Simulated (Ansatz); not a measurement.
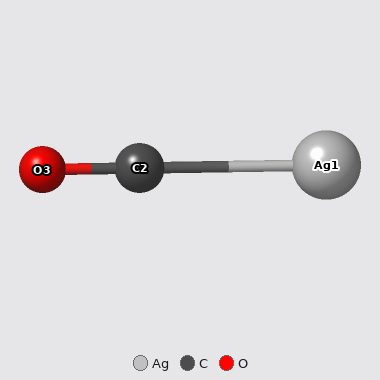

The system is CAgO, charge +1; the picture shows the reference structure. The turn is about an axis along (−0.20, −0.98, −0.00) in the frame of the relaxed pair, normal to the line between the partners. First axis: distance C2···Ag1. Second axis: turn of Ag1 about C2. Grid: 11 × 11 points; 66 points were computed and 55 follow by symmetry. Points are written as (first, second). All energies are given in eV relative to the lowest grid point. These are results of RKS r2SCAN0-D4/def2-TZVPD (Ansatz), not measurements.

Its coordinates:

```json
{"atom": "Ag", "x (Å)": "-0.2568", "y (Å)": "0.0532", "z (Å)": "-1.7699"}
{"atom": "C", "x (Å)": "0.0489", "y (Å)": "-0.0101", "z (Å)": "0.3375"}
{"atom": "O", "x (Å)": "0.2078", "y (Å)": "-0.0430", "z (Å)": "1.4324"}
```

Range: distance C2···Ag1 from 1.790 to 3.190 Å; turn of Ag1 about C2 from −60 to 60°.

Question: Predict the map.

Answer: The lowest grid point is at (2.178 Å, 0°). It is the only kind of minimum in the scanned range. The highest grid point, (1.790 Å, −60°), lies 1.27 eV above the lowest. Round the minimum the two coordinates are nearly uncoupled.

| turn of Ag1 about C2 ↓, distance C2···Ag1 → | 1.790 | 1.845 | 1.937 | 2.049 | 2.178 | 2.320 | 2.474 | 2.639 | 2.814 | 2.998 | 3.190 |
| --- | --- | --- | --- | --- | --- | --- | --- | --- | --- | --- | --- |
| 60 | 1.27 | 0.99 | 0.70 | 0.51 | 0.44 | 0.46 | 0.52 | 0.62 | 0.72 | 0.81 | 0.89 |
| 48 | 1.05 | 0.79 | 0.51 | 0.34 | 0.29 | 0.33 | 0.41 | 0.52 | 0.64 | 0.74 | 0.83 |
| 36 | 0.87 | 0.62 | 0.35 | 0.21 | 0.17 | 0.22 | 0.32 | 0.44 | 0.56 | 0.68 | 0.78 |
| 24 | 0.74 | 0.50 | 0.24 | 0.10 | 0.08 | 0.14 | 0.24 | 0.37 | 0.51 | 0.63 | 0.74 |
| 12 | 0.67 | 0.42 | 0.17 | 0.04 | 0.02 | 0.09 | 0.20 | 0.33 | 0.47 | 0.60 | 0.71 |
| 0 | 0.64 | 0.40 | 0.15 | 0.02 | 0.00 | 0.07 | 0.18 | 0.32 | 0.46 | 0.59 | 0.70 |
| −12 | 0.67 | 0.42 | 0.17 | 0.04 | 0.02 | 0.09 | 0.20 | 0.33 | 0.47 | 0.60 | 0.71 |
| −24 | 0.74 | 0.50 | 0.24 | 0.10 | 0.08 | 0.14 | 0.24 | 0.37 | 0.51 | 0.63 | 0.74 |
| −36 | 0.87 | 0.62 | 0.35 | 0.21 | 0.17 | 0.22 | 0.32 | 0.44 | 0.56 | 0.68 | 0.78 |
| −48 | 1.05 | 0.79 | 0.51 | 0.34 | 0.29 | 0.33 | 0.41 | 0.52 | 0.64 | 0.74 | 0.83 |
| −60 | 1.27 | 0.99 | 0.70 | 0.51 | 0.44 | 0.46 | 0.52 | 0.62 | 0.72 | 0.81 | 0.89 |

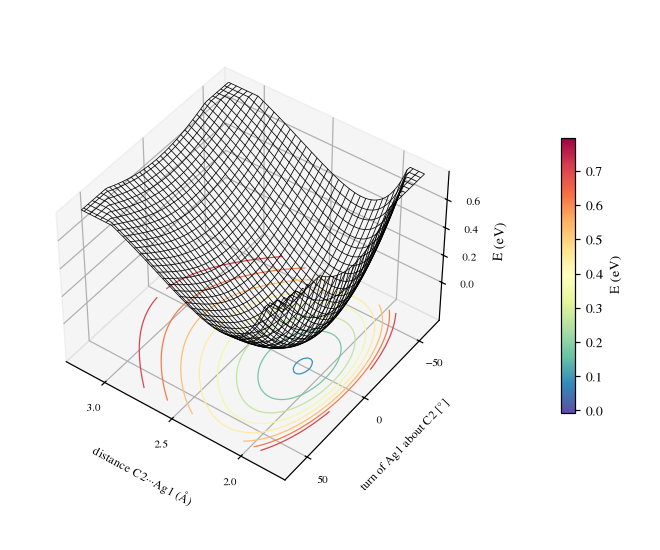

Drawn: a relief with its contours projected below, any walls above the top of the colour scale cut off. Between grid points the surface is interpolated.

Each point was launched as `ansatz run input.yaml --threads 1 --pin off --max-ram 2560MiB --backend cpu --events-out ev --progress --plain --runs-dir out`. Time for the 66 points that were run: 5.2 min on 1 thread of Arm Neoverse V2, on a shared host.
